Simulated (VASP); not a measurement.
Band structure of HRh (space group Fm-3m). Calculation: PBEsol GGA, VASP's PBE PAW potentials (set 64) (plane waves; VASP).

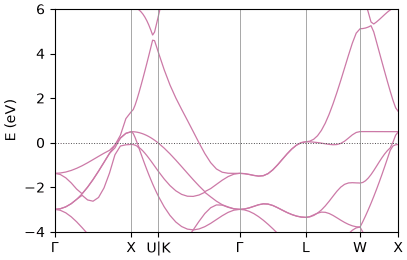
Fig. 1. Bands along high-symmetry lines, zero at the valence-band maximum or, without a gap, the Fermi level

Q: Read the plot: is there a gap, and where are the band edges?

A: It has no gap at this level: it comes out as a metal or semimetal. (Edges off the drawn lines would not show.)

The structure comes from a computed database's HRh entry (Fm-3m); how it stands against other phases isn't given here. It was relaxed first.
